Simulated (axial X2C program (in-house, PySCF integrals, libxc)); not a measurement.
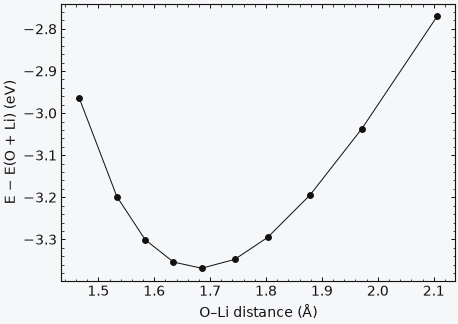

Fig. 1: Energy at 10 bond lengths, for one set of occupations held fixed; the line joins the points. A polynomial of degree 6 through 9 points gives rₑ = 1.682 Å, ωₑ = 819.2 cm⁻¹, ωₑxₑ = 7.2 cm⁻¹ and Bₑ = 1.222 cm⁻¹. The minimum lies 3.37 eV below O + Li, each computed as one determinant at the same level.

Run report: OLi, relativistic diatomic calculation

- system: OLi, single determinant with Ω = 3/2.
- method: PBE0, two-component X2C with atomic mean-field Coulomb and Gaunt terms, O dyall-av3z, Li dyall-cv3z (cores contracted) (axial X2C program (in-house, PySCF integrals, libxc))

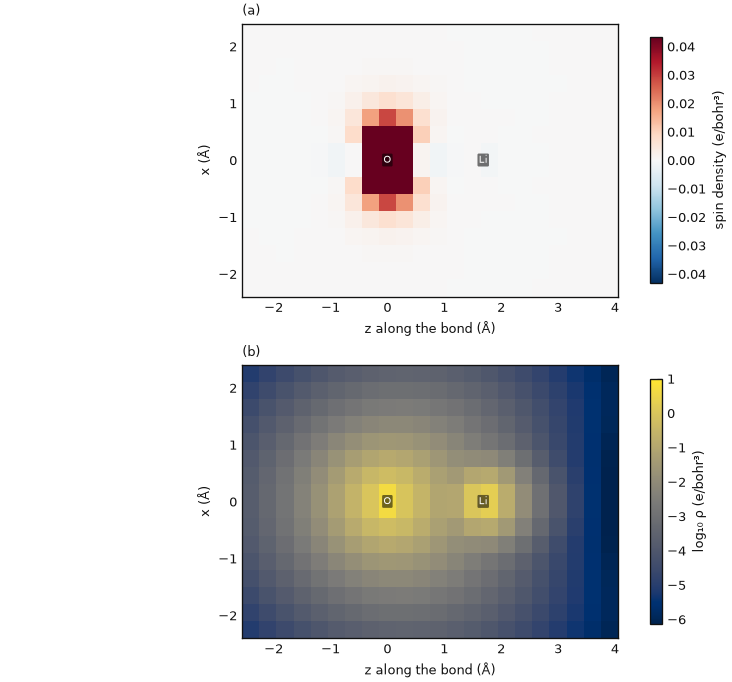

Fig. 2: (a) spin density; (b) electron density on a logarithmic scale, in a plane that holds the axis, at 1.69 Å, on points 0.3 Å apart (one half computed, the other mirrored); the structure near the nuclei is finer than these points.

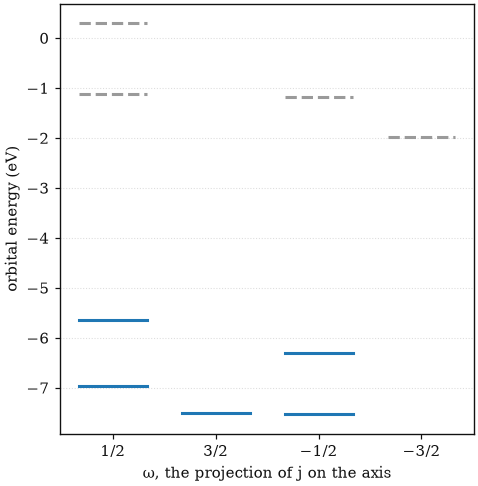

Fig. 3: Orbital energies near the frontier at 1.69 Å, filled (solid) and empty (dashed). The highest filled spinor (1/2; 90 % O p, 7 % Li p) lies at −5.64 eV, the lowest empty one (−3/2; 80 % O p, 17 % Li p) at −1.97 eV.

Input and output of the run follow.

### The input
```
{"zs": [8, 3], "q": 0, "bas": ["dyall-av3z", "dyall-cv3z"], "levels": ["PBE0", "HF", "PBE"], "cc": true, "r0": 1.81, "thr": -2.0, "nmax": 90, "npts": 10, "nst": 2, "ntry": 6}
```

The line is the task of a batch: nuclear charges, charge, bases, the levels to run, a first guess of the distance and further settings. This report covers PBE0 with spin-orbit coupling. The log is that of the reference distance 1.685 Å, started from orbitals converged before.

Launched within a batch (the task file carries these settings):
```bash
python <driver script> task.json out
```

### Output
```
two-component X2C + atomic mean field  PBE0
basis functions 95  fitting functions 469  grid points 4355
iter        total energy     max residual
   1        -82.662930600     5.64e-06
   2        -82.662930600     5.68e-06
converged
one-electron -129.61263226  Coulomb 49.77808898  exact exchange -2.51356026  xc functional -7.84760808  nuclear repulsion 7.53724217  atomic mean-field constant -0.00446116
```

### The points of the curve

| R (Å) | E (hartree) | dipole (D; origin at the first atom, positive when the second is positive) | highest filled (eV) | lowest empty (eV) |
| --- | --- | --- | --- | --- |
| 1.466 | −82.648098 | 5.73 | −6.15 | −2.44 |
| 1.533 | −82.656691 | 5.97 | −5.98 | −2.29 |
| 1.584 | −82.660444 | 6.16 | −5.86 | −2.18 |
| 1.634 | −82.662394 | 6.34 | −5.75 | −2.07 |
| 1.685 | −82.662931 | 6.52 | −5.64 | −1.97 |
| 1.744 | −82.662158 | 6.74 | −5.52 | −1.86 |
| 1.803 | −82.660234 | 6.95 | −5.41 | −1.76 |
| 1.879 | −82.656536 | 7.22 | −5.28 | −1.64 |
| 1.971 | −82.650751 | 7.56 | −5.13 | −1.50 |
| 2.106 | −82.640925 | 8.05 | −4.94 | −1.58 |

### Key numbers

| quantity | value |
| --- | --- |
| outcome | converged |
| bond length rₑ | 1.682 Å |
| ωₑ | 819.2 cm⁻¹ |
| energy at the minimum | −82.66293 hartree |
| depth below the fragments | 3.37 eV |
| hardware | 1 thread of Arm Neoverse V1, 24 GiB of memory available, shared host |
| wall time | 1.3 s |
